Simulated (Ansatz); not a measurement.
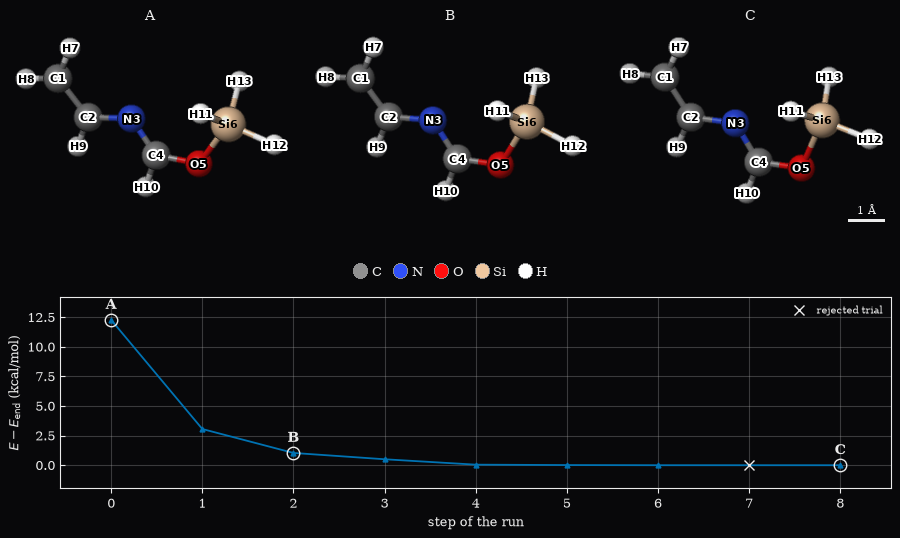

Frames of a relaxation of C₃H₇NOSi (coarse preliminary run), marked on the history of the run. A ball-and-stick model, seen at a tilt.

The start comes from a force field.

All numbers below come from RKS PBE-D4/def2-SVP (Ansatz 0.2.0). (force threshold 0.03 eV/Å; at most 200 steps)

Describe the path.

Over 7 accepted moves (8 points after the start) the energy falls by 12.3 kcal/mol. The largest force component goes from 3.8 to 0.0041 eV/Å. The line search rejected the trial step at point 7 of the run. The largest move after the best rigid fit is that of H13, 0.33 Å. By element the largest moves are H 0.33 Å, C 0.23 Å, Si 0.21 Å, N 0.17 Å, O 0.15 Å. Near-neighbour distances that change, for instance: N3–Si6 3.063 → 2.782 Å, C1–H8 1.029 → 1.099 Å, O5–Si6 1.674 → 1.743 Å, C2–H9 1.052 → 1.112 Å. Among the angles between lasting bonds that change: N3–C4–O5 130.2° → 120.7°, O5–Si6–H12 109.7° → 101.1°, C4–O5–Si6 122.8° → 115.5°. The run took 15 s on 4 threads of Arm Neoverse V1 (shared host). From step 0 to 2: H13 moves most (0.13 Å), energy −11.2 kcal/mol. From step 2 to 8: H13 moves most (0.23 Å), energy −1.04 kcal/mol.
